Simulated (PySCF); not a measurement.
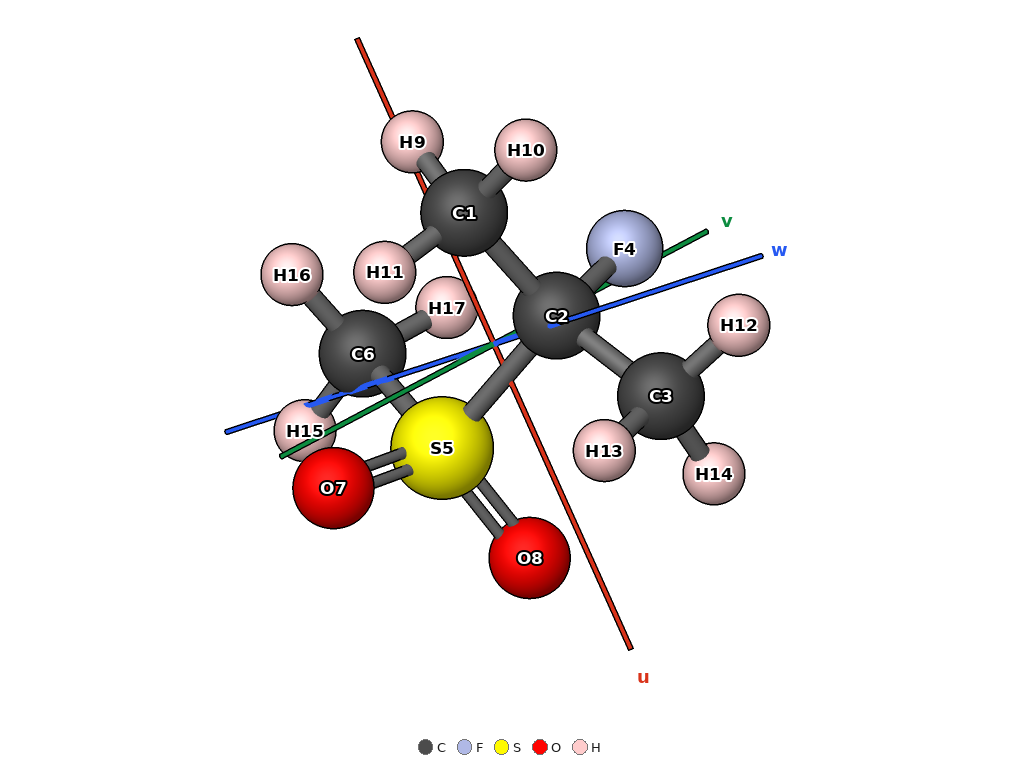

The lines u, v and w are the principal axes of the static dipole polarisability. The computed structure is the end point of a GFN2-xTB optimisation. No frequency run is at hand to confirm it as a minimum. Level of theory: B3LYP/def2-SVPD (PySCF 2.14.0).

Along which axis is the molecule most polarisable, and along which least?

Most along w (close to the long direction C3···C6), least along v (nearly parallel to the S5–O7 bond).

Give the three principal values.

u 75.8, v 69.9, w 85.7 bohr³; mean 77.1, anisotropy 13.8 bohr³.
